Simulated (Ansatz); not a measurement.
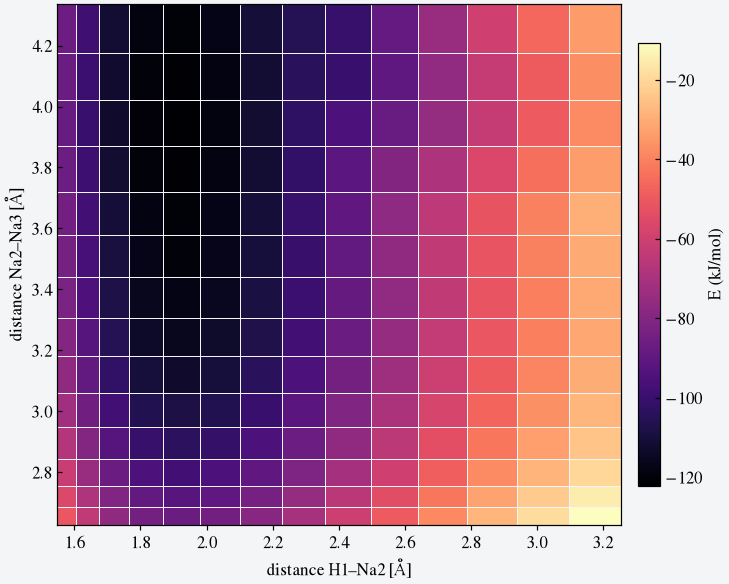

Energy landscape of the system H + Na₂, spin multiplicity 2. First axis: distance H1–Na2. Second axis: distance Na2–Na3. Nothing is relaxed (the angle H1–Na2–Na3 is fixed at 160 degrees). The grid has 14 × 14 points. Points are written as (first, second). All energies are given in kJ/mol relative to H far from the relaxed NaNa (each part in its own basis). The D4 coefficients can switch as the alkali atoms part, which puts small steps into the map. Theory: UKS PBE0-D4/def2-TZVPD (Ansatz 0.2.0).

Drawn: one coloured cell a grid point. 

**Summarise what can be read from the map.**

The lowest grid point is at (1.922 Å, 3.944 Å), −122 kJ/mol from H far from the relaxed NaNa (each part in its own basis). The highest grid point, (3.176 Å, 2.656 Å), lies 111 kJ/mol above the lowest.

Each point was launched as `ansatz run input.yaml --threads 1 --pin off --max-ram 2560MiB --backend cpu --events-out ev --progress --plain --runs-dir out`. The whole map (196 points run) took 17 min on 1 thread of Arm Neoverse V2, on a shared host.
